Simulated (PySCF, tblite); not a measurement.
**C4H13BOSi: dynamics, then NMR shifts on frames, part 1 of 2**

How do NMR shifts of C4H13BOSi (`CCCOBC[SiH3]`) change as the atoms move?

Programs: tblite 0.8.0 and PySCF 2.14.0, with density-fitted response routines of our own. Each step states its level of theory. These are calculated values for one molecule in the gas phase, unless marked as measured. Atoms are numbered from 0 throughout.

## Step 1: Starting geometry

20 atoms, charge 0, multiplicity 1; geometry from: GFN2-xTB.

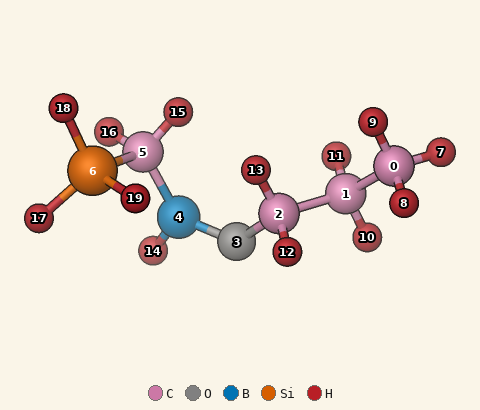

The starting geometry (carbon pink, oxygen grey, boron blue, silicon orange, hydrogen red), atoms numbered.

## Step 2: A short Langevin run with GFN2-xTB

Job settings and geometry (Å):

```
{"job": {"kind": "md", "xc": "GFN2-xTB", "basis": "xTB", "temperature": 400, "steps": 2000, "every": 50, "frames": 5}, "charge": 0, "multiplicity": 1}
C     -3.016352    -0.155797     0.877945
C     -2.110115     0.362846    -0.230661
C     -0.682676     0.590468     0.269771
O      0.116096     1.124042    -0.760434
B      1.169806     0.551944    -1.336061
C      1.796266    -0.847418    -0.950454
Si     2.997188    -0.667434     0.514377
H     -4.024528    -0.310073     0.502057
H     -3.061021     0.555106     1.699851
H     -2.645383    -1.102513     1.264298
H     -2.496275     1.305847    -0.621637
H     -2.081685    -0.351715    -1.056202
H     -0.689262     1.322646     1.086578
H     -0.265403    -0.347868     0.652586
H      1.661199     1.219529    -2.171579
H      1.040398    -1.585565    -0.677635
H      2.352289    -1.268072    -1.787738
H      4.126277     0.192589     0.156686
H      3.494173    -1.998867     0.882011
H      2.313859    -0.097801     1.683203
```

Method: GFN2-xTB Langevin dynamics, gas phase.

The run is started by

```sh
> OMP_NUM_THREADS=1 python probes_run.py task.json out
```

This one command runs all jobs of the session in turn.

Output:

```text
t/fs     T/K      E/eV
    0.0   328.5   -605.79201
   25.0   200.2   -605.16628
   50.0   253.2   -605.21747
   75.0   287.6   -605.31788
  100.0   285.7   -605.13533
  125.0   336.9   -605.16099
  150.0   426.1   -604.92621
  175.0   406.1   -604.86036
  200.0   468.6   -605.13023
  225.0   297.9   -604.88137
  250.0   329.8   -604.91800
  275.0   332.7   -604.91906
  300.0   343.8   -605.17716
  325.0   366.7   -605.02626
  350.0   341.2   -604.84709
  375.0   327.6   -605.02514
  400.0   451.0   -604.95444
  425.0   366.5   -604.92183
  450.0   439.7   -604.93289
  475.0   432.5   -604.90972
  500.0   406.5   -604.95458
  525.0   380.9   -604.92597
  550.0   355.9   -605.10578
  575.0   288.0   -604.97507
  600.0   429.6   -605.13946
  625.0   361.4   -605.02236
  650.0   324.0   -604.97836
  675.0   332.2   -604.98230
  700.0   294.5   -605.09372
  725.0   302.0   -604.92833
  750.0   335.1   -605.00551
  775.0   285.8   -604.91948
  800.0   339.1   -604.99750
  825.0   430.5   -605.14368
  850.0   262.2   -604.76261
  875.0   339.9   -604.93817
  900.0   391.3   -605.06168
  925.0   402.7   -605.13015
  950.0   350.0   -604.97695
  975.0   252.0   -604.78632
 1000.0   410.8   -604.88474
```

It took 12 s on 1 thread of Arm Neoverse V2, shared host; peak memory 0.18 GiB.

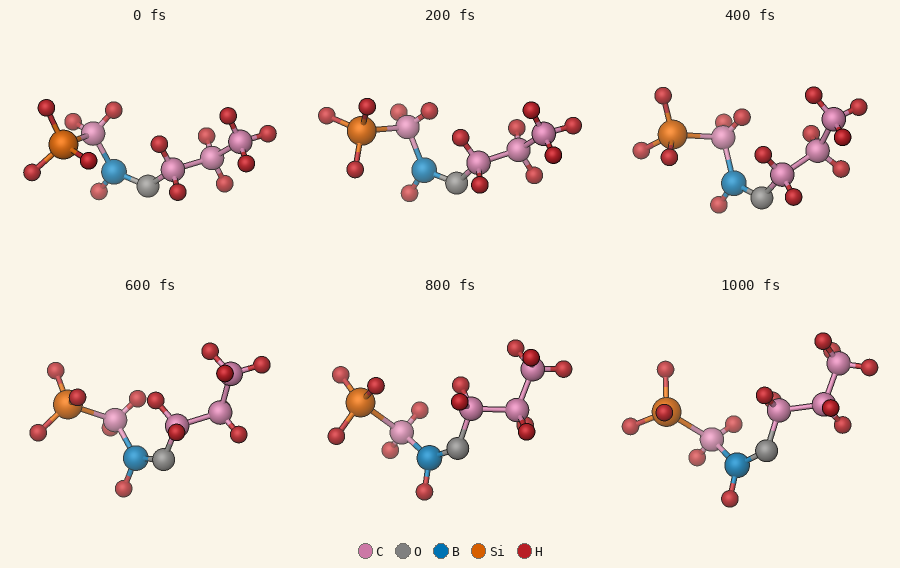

Frames of the run.

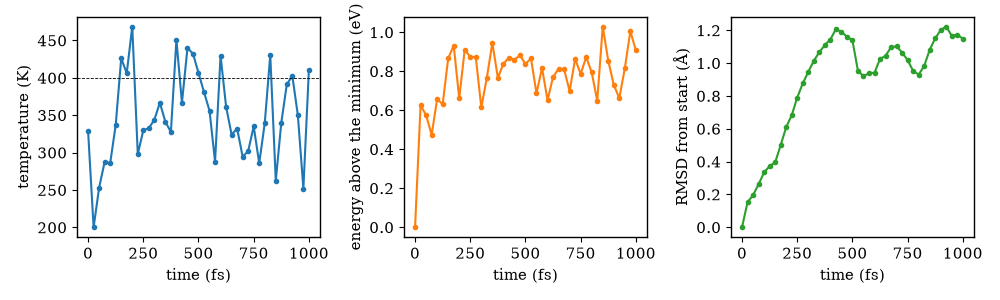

Temperature, potential energy and distance from the start.

Positions (Å) and forces (eV/Å) at 1000 fs:

```xyz
20

C    -2.726   -2.449    1.942    1.361   -1.342   -0.279
C    -2.054   -1.127    2.238    0.227    1.160   -0.438
C    -0.550   -1.052    1.768   -1.051    0.916    1.651
O     0.024    0.269    1.896   -1.006   -0.812    0.181
B     0.999    0.705    1.128    0.959    0.220   -0.116
C     1.652   -0.189   -0.047    0.112   -0.436    2.026
Si    3.169   -1.322    0.528   -0.946   -0.445   -0.287
H    -3.736   -2.216    2.212   -0.560   -0.988    0.141
H    -2.210   -3.294    2.496   -1.010    1.012    0.005
H    -2.645   -2.833    0.911   -0.264    0.763    0.101
H    -2.156   -1.047    3.356    0.362    0.594   -1.080
H    -2.679   -0.327    1.705    1.018   -0.727    0.881
H    -0.027   -1.659    2.520    0.296   -0.275   -0.707
H    -0.479   -1.350    0.735    0.100   -0.541   -0.075
H     1.391    1.800    1.439   -0.172   -0.506   -0.277
H     0.801   -0.601   -0.566    0.186   -0.855   -0.242
H     2.146    0.414   -0.728    0.765    1.442   -1.432
H     3.014   -2.741    0.067   -0.182    0.407    0.184
H     3.398   -1.398    1.999   -0.105    0.206   -0.471
H     4.371   -0.911   -0.219   -0.089    0.207    0.233
```

## Step 3: Nuclear shieldings: 250 fs, PBE0/pcSseg-1

Job settings and geometry (Å):

```
{"job": {"kind": "nmr", "xc": "PBE0", "basis": "pcSseg-1", "pop": false}, "charge": 0, "multiplicity": 1}
C     -2.933700    -0.203300     1.937300
C     -2.280000     0.310100     0.679400
C     -0.832000     0.698500     1.137800
O     -0.141100     1.355300     0.066100
B      0.685600     0.892800    -0.854200
C      1.309300    -0.621500    -0.831600
Si     3.031600    -0.916200    -0.087000
H     -3.998100    -0.276800     1.922000
H     -2.593200     0.404100     2.761600
H     -2.622400    -1.224700     2.221900
H     -2.697100     1.206600     0.339300
H     -2.339200    -0.360600    -0.201700
H     -1.024900     1.373600     1.960900
H     -0.259600    -0.192700     1.538100
H      0.944000     1.621800    -1.800500
H      0.713100    -1.198600    -0.113400
H      1.271200    -0.843600    -1.851200
H      3.686800    -1.939600    -0.938300
H      2.698400    -1.478300     1.164800
H      3.996600     0.264800     0.079300
```

Method: GIAO PBE0/pcSseg-1 NMR shielding, non-relativistic, gas phase.

Output:

```text
coarse grid: 16200 points
cycle   1  E = -549.2017804853  dE =  4.243e-01  |g| = 6.604e-01  |ddm| = 3.694e+00
cycle   2  E = -549.1203766294  dE =  8.140e-02  |g| = 9.357e-01  |ddm| = 1.221e+00
cycle   3  E = -549.2909962388  dE = -1.706e-01  |g| = 1.244e-01  |ddm| = 7.847e-01
cycle   4  E = -549.2937091166  dE = -2.713e-03  |g| = 4.023e-02  |ddm| = 1.065e-01
cycle   5  E = -549.2940910649  dE = -3.819e-04  |g| = 6.175e-03  |ddm| = 3.592e-02
cycle   6  E = -549.2940997566  dE = -8.692e-06  |g| = 1.997e-03  |ddm| = 7.295e-03
final grid: 149016 points
cycle   7  E = -549.3453395810  dE = -3.634e-05  |g| = 1.138e-02  |ddm| = 2.612e-02
cycle   8  E = -549.3453065190  dE =  3.306e-05  |g| = 1.756e-02  |ddm| = 1.834e-02
cycle   9  E = -549.3453655265  dE = -5.901e-05  |g| = 1.459e-03  |ddm| = 1.136e-02
cycle  10  E = -549.3453659905  dE = -4.639e-07  |g| = 2.218e-04  |ddm| = 1.387e-03
cycle  11  E = -549.3453660009  dE = -1.047e-08  |g| = 5.550e-05  |ddm| = 2.273e-04
cycle  12  E = -549.3453660017  dE = -7.389e-10  |g| = 1.668e-05  |ddm| = 6.340e-05
converged SCF energy = -549.3453660017

GIAO shielding tensors (ppm)
atom      isotropic    diamagn.    paramagn.     s11        s22        s33       span
  0 C      177.880     245.540     -67.660    166.719    170.950    195.971     29.252
  1 C      158.297     249.074     -90.777    140.226    154.827    179.839     39.613
  2 C      106.799     246.640    -139.841     68.222     94.740    157.437     89.215
  3 O      118.185     395.184    -276.999    -61.654     86.388    329.821    391.476
  4 B       54.935     196.088    -141.153      9.898     59.278     95.628     85.730
  5 C      186.774     262.934     -76.160    153.814    189.765    216.744     62.930
  6 Si     428.484     879.433    -450.949    397.211    424.180    464.062     66.852
  7 H       30.995      26.537       4.459     26.290     27.680     39.015     12.725
  8 H       31.503      28.720       2.783     26.829     30.601     37.079     10.250
  9 H       30.537      29.420       1.117     26.097     28.727     36.788     10.691
 10 H       30.900      32.290      -1.390     27.198     29.914     35.586      8.388
 11 H       29.818      32.322      -2.505     26.111     28.902     34.440      8.329
 12 H       27.799      32.337      -4.538     24.110     29.354     29.932      5.821
 13 H       26.640      33.528      -6.889     22.389     27.589     29.942      7.553
 14 H       25.785      30.784      -4.999     23.532     24.722     29.100      5.568
 15 H       30.100      37.742      -7.642     25.269     29.458     35.572     10.302
 16 H       32.164      34.839      -2.675     27.334     30.314     38.844     11.510
 17 H       27.345      27.981      -0.636     23.815     25.422     32.798      8.982
 18 H       28.484      30.270      -1.786     24.219     27.867     33.365      9.147
 19 H       27.054      27.523      -0.469     24.105     25.177     31.879      7.774
```

Run time: 31 s. Hardware: 1 thread of Arm Neoverse V2, shared host; peak memory 0.85 GiB.

The references, computed at this level on geometries of the same kind, shield at (ppm): 1H TMS 31.72, 13C TMS 186.9, 29Si TMS 349.2, 17O H2O 336.1, 11B BF3·OEt2 100.1. Their shielding less the atom's gives the shift. The references are single molecules in the gas phase, so shifts against H2O, NH3, PH3, H3PO4 or CFCl3 are not on the usual liquid scales and can be off by tens of ppm. Each atom is listed at this fixed geometry, with no averaging over motion; a spectrum would average atoms that exchange fast.

```
atoms                                environment  σ (ppm)  δ (ppm)
   C2                        sp3 CH2 bonded to O    106.8     80.1
   C1                                    sp3 CH2    158.3     28.6
   C0                              methyl carbon    177.9      9.0
   C5                 sp3 CH2 bonded to B and Si    186.8      0.2
  H14         hydrogen on a boron bonded to C, O    25.78     5.93
  H13         hydrogen on an sp3 CH2 bonded to O    26.64     5.08
  H19          hydrogen on a silicon bonded to C    27.05     4.66
  H17          hydrogen on a silicon bonded to C    27.34     4.37
  H12         hydrogen on an sp3 CH2 bonded to O    27.80     3.92
  H18          hydrogen on a silicon bonded to C    28.48     3.23
  H11                     hydrogen on an sp3 CH2    29.82     1.90
  H15  hydrogen on an sp3 CH2 bonded to B and Si    30.10     1.62
   H9                hydrogen on a methyl carbon    30.54     1.18
  H10                     hydrogen on an sp3 CH2    30.90     0.82
   H7                hydrogen on a methyl carbon    31.00     0.72
   H8                hydrogen on a methyl carbon    31.50     0.21
  H16  hydrogen on an sp3 CH2 bonded to B and Si    32.16    -0.45
   O3                      oxygen bonded to C, B    118.2    217.9
   B4                    boron bonded to C, O, H     54.9     45.1
  Si6                   silicon bonded to C, 3 H    428.5    -79.3
```

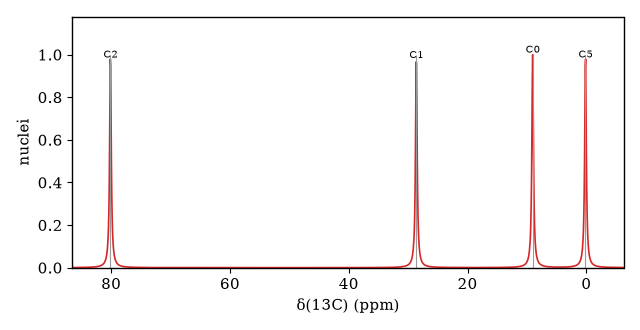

13C lines at the computed shifts, without couplings. Lines are broadened to a width of 0.32 ppm (Lorentzian).

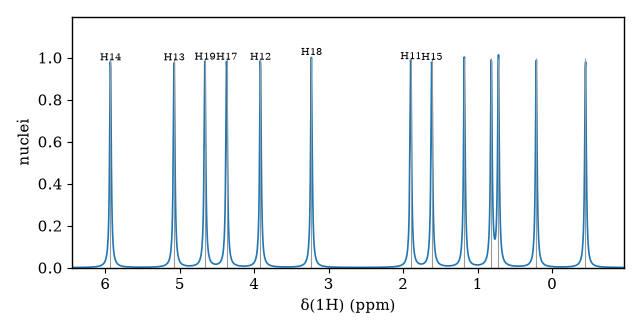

1H lines at the computed shifts, without couplings. Lines are broadened to a width of 0.03 ppm (Lorentzian).

Orbitals, density, ELF and potential are computed afterwards from the orbital file.

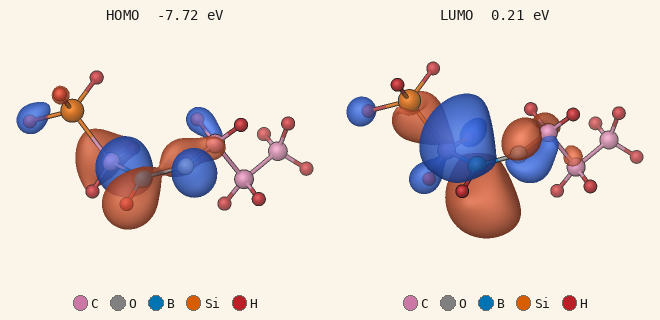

Frontier orbitals at PBE0/pcSseg-1; each surface holds 70 % of the orbital's density, blue and red mark the sign.

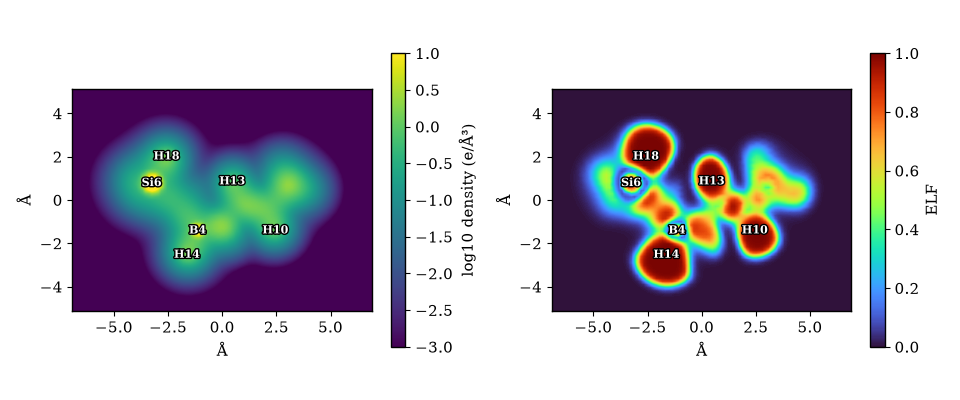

Density (left) and ELF (right) in a plane through or near 6 of the atoms.

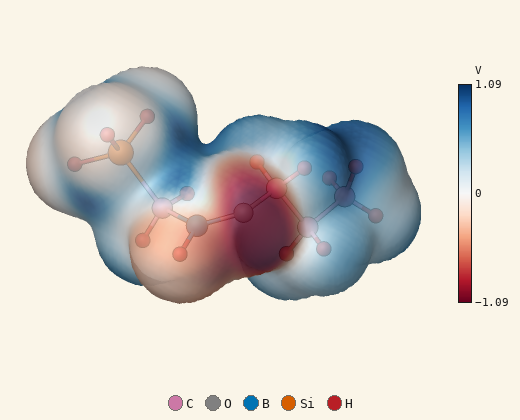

Electrostatic potential on the surface of density 0.002 e/bohr³; red is low, blue high. It runs, from the 1st to the 99th percentile, from -1.09 V near O3 to 0.99 V near H12.

## Step 4: Nuclear shieldings: 425 fs, PBE0/pcSseg-1

Job settings and geometry (Å):

```
{"job": {"kind": "nmr", "xc": "PBE0", "basis": "pcSseg-1", "pop": false}, "charge": 0, "multiplicity": 1}
C     -2.390600    -1.133300     2.068000
C     -1.911000    -0.138400     0.893300
C     -0.713800     0.583700     1.500700
O      0.076200     1.395300     0.600700
B      0.786700     0.846400    -0.375800
C      1.057300    -0.643700    -0.680100
Si     2.812900    -1.108100    -0.116900
H     -3.265600    -1.696900     1.730000
H     -2.570100    -0.547200     2.897400
H     -1.568700    -1.876800     2.192200
H     -2.627500     0.568100     0.479600
H     -1.731600    -0.780800     0.070500
H     -1.028400     1.271500     2.271800
H     -0.037100    -0.187700     1.945100
H      1.297500     1.588300    -1.107700
H      0.255800    -1.364900    -0.383100
H      1.022800    -0.946800    -1.757400
H      2.920700    -2.639200    -0.207000
H      3.131700    -0.392100     1.106900
H      3.771100    -0.528500    -1.228500
```

Level: GIAO PBE0/pcSseg-1 NMR shielding, non-relativistic, gas phase.

Output:

```text
coarse grid: 16200 points
cycle   1  E = -549.2004152033  dE =  3.818e-01  |g| = 6.492e-01  |ddm| = 3.696e+00
cycle   2  E = -549.1205884757  dE =  7.983e-02  |g| = 9.250e-01  |ddm| = 1.276e+00
cycle   3  E = -549.2883126078  dE = -1.677e-01  |g| = 1.280e-01  |ddm| = 8.205e-01
cycle   4  E = -549.2912597048  dE = -2.947e-03  |g| = 3.949e-02  |ddm| = 1.077e-01
cycle   5  E = -549.2916224172  dE = -3.627e-04  |g| = 7.252e-03  |ddm| = 3.649e-02
cycle   6  E = -549.2916343591  dE = -1.194e-05  |g| = 2.372e-03  |ddm| = 8.990e-03
cycle   7  E = -549.2916357764  dE = -1.417e-06  |g| = 3.530e-04  |ddm| = 2.111e-03
final grid: 149016 points
cycle   8  E = -549.3441011738  dE = -4.537e-05  |g| = 1.191e-02  |ddm| = 2.981e-02
cycle   9  E = -549.3440679897  dE =  3.318e-05  |g| = 1.793e-02  |ddm| = 1.919e-02
cycle  10  E = -549.3441304497  dE = -6.246e-05  |g| = 1.850e-03  |ddm| = 1.172e-02
cycle  11  E = -549.3441311648  dE = -7.151e-07  |g| = 2.666e-04  |ddm| = 1.658e-03
cycle  12  E = -549.3441311797  dE = -1.491e-08  |g| = 5.704e-05  |ddm| = 2.716e-04
cycle  13  E = -549.3441311804  dE = -6.910e-10  |g| = 2.290e-05  |ddm| = 6.707e-05
converged SCF energy = -549.3441311804

GIAO shielding tensors (ppm)
atom      isotropic    diamagn.    paramagn.     s11        s22        s33       span
  0 C      171.403     248.912     -77.509    154.824    173.132    186.254     31.430
  1 C      160.096     252.412     -92.317    140.245    155.343    184.699     44.455
  2 C      111.487     247.538    -136.051     73.178    102.046    159.236     86.058
  3 O      131.669     394.417    -262.747    -24.268     78.554    340.722    364.990
  4 B       53.574     195.395    -141.821      6.163     52.233    102.327     96.164
  5 C      182.508     262.511     -80.003    161.789    182.658    203.076     41.287
  6 Si     422.128     878.970    -456.842    390.008    414.150    462.224     72.216
  7 H       30.251      27.773       2.478     25.972     27.195     37.586     11.614
  8 H       31.996      29.628       2.369     27.512     30.126     38.351     10.839
  9 H       30.198      30.214      -0.016     25.691     29.643     35.258      9.567
 10 H       30.142      31.678      -1.536     26.550     27.962     35.914      9.364
 11 H       30.402      36.870      -6.468     26.499     29.299     35.407      8.908
 12 H       27.516      31.329      -3.814     22.884     28.920     30.743      7.859
 13 H       27.282      33.805      -6.524     23.414     28.159     30.273      6.859
 14 H       26.610      32.389      -5.779     24.412     25.040     30.377      5.966
 15 H       30.544      37.085      -6.541     25.072     29.892     36.670     11.598
 16 H       30.294      33.298      -3.004     25.375     28.742     36.765     11.390
 17 H       26.413      27.092      -0.679     23.365     24.467     31.408      8.043
 18 H       27.782      28.917      -1.134     23.923     26.907     32.517      8.594
 19 H       26.230      27.091      -0.862     23.100     24.504     31.085      7.985
```

Run time: 25 s. Hardware: 1 thread of Arm Neoverse V2, shared host; peak memory 0.91 GiB.

In short: δ C2 75.4, C1 26.8, C0 15.5, C5 4.4, H19 5.49, H17 5.30 ppm.

## Step 5: Nuclear shieldings: 625 fs, PBE0/pcSseg-1

Job settings and geometry (Å):

```
{"job": {"kind": "nmr", "xc": "PBE0", "basis": "pcSseg-1", "pop": false}, "charge": 0, "multiplicity": 1}
C     -2.511100    -1.670600     2.179700
C     -2.051000    -0.338900     1.573800
C     -0.532800    -0.307500     1.709100
O     -0.042300     0.952300     1.148600
B      0.676300     1.122400     0.013100
C      1.389400    -0.079200    -0.764800
Si     2.925100    -1.088900    -0.011500
H     -3.590800    -1.689200     2.065100
H     -2.478500    -1.787900     3.233800
H     -2.025700    -2.556000     1.711700
H     -2.583200     0.514600     2.033300
H     -2.320700    -0.254800     0.489400
H     -0.286400    -0.429900     2.789200
H     -0.127600    -1.154200     1.150700
H      0.685800     2.246200    -0.343500
H      0.518500    -0.748700    -0.934700
H      1.679900     0.200000    -1.814700
H      2.935400    -2.509600    -0.644800
H      2.458300    -1.330700     1.338800
H      4.190300    -0.443100    -0.404900
```

Method: GIAO PBE0/pcSseg-1 NMR shielding, non-relativistic, gas phase.

Output:

```text
coarse grid: 16200 points
cycle   1  E = -549.2042176755  dE =  2.491e-01  |g| = 6.538e-01  |ddm| = 3.669e+00
cycle   2  E = -549.1017349469  dE =  1.025e-01  |g| = 9.860e-01  |ddm| = 1.340e+00
cycle   3  E = -549.2926606089  dE = -1.909e-01  |g| = 1.335e-01  |ddm| = 8.925e-01
cycle   4  E = -549.2959197241  dE = -3.259e-03  |g| = 4.229e-02  |ddm| = 1.165e-01
cycle   5  E = -549.2963465473  dE = -4.268e-04  |g| = 7.350e-03  |ddm| = 3.815e-02
cycle   6  E = -549.2963584782  dE = -1.193e-05  |g| = 2.552e-03  |ddm| = 8.279e-03
cycle   7  E = -549.2963601256  dE = -1.647e-06  |g| = 3.589e-04  |ddm| = 2.208e-03
final grid: 149016 points
cycle   8  E = -549.3474916839  dE = -3.732e-05  |g| = 1.111e-02  |ddm| = 2.618e-02
cycle   9  E = -549.3474612936  dE =  3.039e-05  |g| = 1.690e-02  |ddm| = 1.834e-02
cycle  10  E = -549.3475175881  dE = -5.629e-05  |g| = 1.816e-03  |ddm| = 1.122e-02
cycle  11  E = -549.3475182800  dE = -6.919e-07  |g| = 2.457e-04  |ddm| = 1.654e-03
cycle  12  E = -549.3475182926  dE = -1.252e-08  |g| = 6.384e-05  |ddm| = 2.608e-04
cycle  13  E = -549.3475182935  dE = -9.761e-10  |g| = 1.822e-05  |ddm| = 7.127e-05
converged SCF energy = -549.3475182935

GIAO shielding tensors (ppm)
atom      isotropic    diamagn.    paramagn.     s11        s22        s33       span
  0 C      177.426     240.556     -63.130    164.111    171.637    196.531     32.419
  1 C      152.160     249.067     -96.907    136.809    146.951    172.720     35.910
  2 C      108.362     246.878    -138.517     69.583     97.899    157.603     88.021
  3 O      100.907     395.844    -294.937    -78.414     68.490    312.646    391.060
  4 B       51.572     194.394    -142.822      2.738     55.394     96.584     93.846
  5 C      182.024     261.242     -79.218    164.398    187.027    194.647     30.249
  6 Si     422.142     879.484    -457.343    377.023    409.238    480.164    103.141
  7 H       30.488      25.592       4.895     25.617     27.846     38.000     12.384
  8 H       31.417      27.375       4.042     27.580     28.630     38.040     10.459
  9 H       30.527      27.744       2.782     25.794     29.108     36.678     10.885
 10 H       29.189      30.131      -0.941     25.316     28.084     34.167      8.852
 11 H       29.622      32.744      -3.121     25.948     29.198     33.721      7.772
 12 H       27.137      30.883      -3.745     23.595     28.082     29.734      6.139
 13 H       27.218      35.048      -7.830     22.458     27.171     32.026      9.568
 14 H       26.089      31.519      -5.430     23.828     25.886     28.554      4.726
 15 H       31.147      36.550      -5.404     26.702     30.621     36.117      9.415
 16 H       30.436      32.228      -1.792     25.925     28.119     37.265     11.341
 17 H       26.637      27.874      -1.237     23.746     24.892     31.272      7.525
 18 H       27.256      30.017      -2.761     22.969     27.676     31.124      8.155
 19 H       27.204      28.144      -0.940     23.824     25.119     32.669      8.845
```

Wall time 24 s (1 thread of Arm Neoverse V2, shared host); peak memory 0.93 GiB.

This run: δ C2 78.6, C1 34.8, C0 9.5, C5 4.9, H14 5.63, H17 5.08 ppm.

(Continued in part 2 of 2.)
